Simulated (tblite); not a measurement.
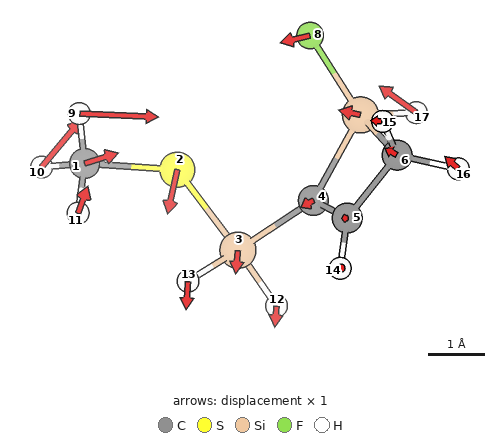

A relaxation of C4H9FSSi2. The starting structure is drawn; red arrows show the displacements, at their true length. The two geometries are superimposed by the best rigid fit.

A ball-and-stick model, seen at a tilt.

Computed with GFN2-xTB geometry optimisation, gas phase (tblite 0.8.0). 

Question: Which element moves most?

Answer: Hydrogen: up to 1.45 Å, against 0.87 Å for sulfur.

Question: What happened in the run?

Answer: After 142 geometry steps the energy has fallen by 27.6 kcal/mol. An H atom moves most after the best rigid fit: 1.45 Å. Largest moves by element: H 1.45 Å, S 0.87 Å, C 0.67 Å, F 0.58 Å, Si 0.45 Å. Some distances before and after: C–Si 1.780 → 1.905 Å, C–Si 1.812 → 1.921 Å, F–Si 1.695 → 1.619 Å, C–C 1.270 → 1.345 Å. Among the angles between lasting bonds that change: S–Si–H 115.4° → 103.3°, C–Si–H 112.7° → 124.0°, F–Si–H 113.3° → 104.3°. Groups turn about S–Si by about 50°, C–S by about 45°.
